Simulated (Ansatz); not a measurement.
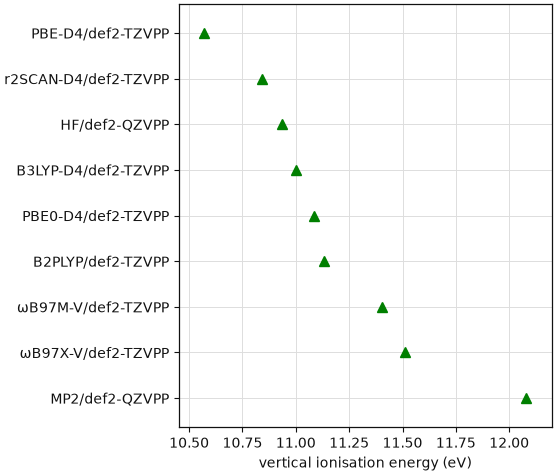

Vertical ionisation energy of CHCl₃, SMILES ClC(Cl)Cl, taken as the energy of the cation less that of the neutral at fixed geometry (unrestricted doublet cation, cores frozen in correlated methods, no spin-orbit coupling), the Ansatz code 0.2.0, at a PBE0-D4/def2-TZVP geometry (a minimum by its frequencies).

> What range do the values span?

From 10.57 eV (PBE-D4/def2-TZVPP) to 12.08 eV (MP2/def2-QZVPP).

> Give the values.

| level | eV |
| --- | --- |
| PBE-D4/def2-TZVPP | 10.57 |
| r2SCAN-D4/def2-TZVPP | 10.84 |
| HF/def2-QZVPP | 10.94 |
| B3LYP-D4/def2-TZVPP | 11.00 |
| PBE0-D4/def2-TZVPP | 11.09 |
| B2PLYP/def2-TZVPP | 11.13 |
| ωB97M-V/def2-TZVPP | 11.40 |
| ωB97X-V/def2-TZVPP | 11.51 |
| MP2/def2-QZVPP | 12.08 |
